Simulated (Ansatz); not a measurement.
Co (P6_3/mmc, No. 194): the geometry given to an electronic-structure calculation, possibly off equilibrium; the starting structure was generated, so it need not be a known form of this composition.

```
Co
1.0
     2.41446    0.00000    0.00000
    -1.20723    2.09098    0.00000
     0.00000    0.00000    7.85943
Co
4
Cartesian
  0.0000 0.0000 0.0000
  0.0000 0.0000 3.9297
  0.0000 1.3940 1.9649
  1.2072 0.6970 5.8946
```

What will a HAADF-like image along [100] show? Simulation: incoherent imaging, intensity Z^1.7 per atom, probe width 1.04 Å, thin sample. The probe carries 25 % of its weight in a tail 2.5 times as wide. Shot noise and the speckle of an amorphous layer were added.

Answer. The columns repeat on a rectangular net of 2.09 × 7.86 Å (plane group p2mg). All columns are alike (Co). The shortest distance between visible columns is 2.08 Å in projection. Along the beam the structure repeats every 2.41 Å.

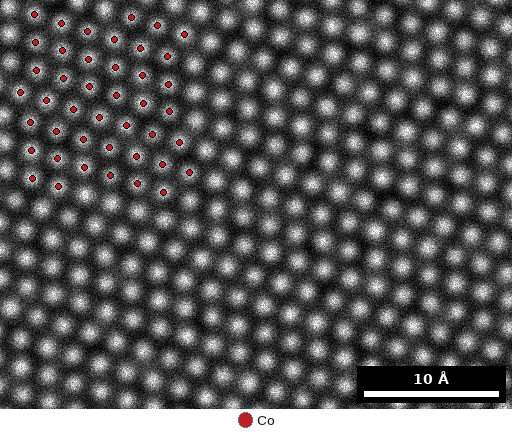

The simulated image, with the columns of the model marked in one corner.
